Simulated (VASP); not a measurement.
Band structure of MgBr2 (space group P-3m1). Calculation: r2SCAN meta-GGA, VASP's PBE PAW potentials (set 64) (plane waves; VASP 6.6.1).

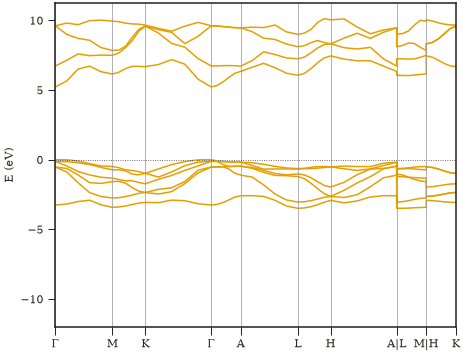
Bands along high-symmetry lines, zero at the valence-band maximum or, without a gap, the Fermi level

Task: Read the plot: is there a gap, and where are the band edges?

Result: The gap is direct, 5.22 eV, from the valence maximum at Γ to the conduction minimum at Γ.

The structure comes from a computed database's MgBr2 entry (P-3m1); how it stands against other phases isn't given here. It was relaxed first.
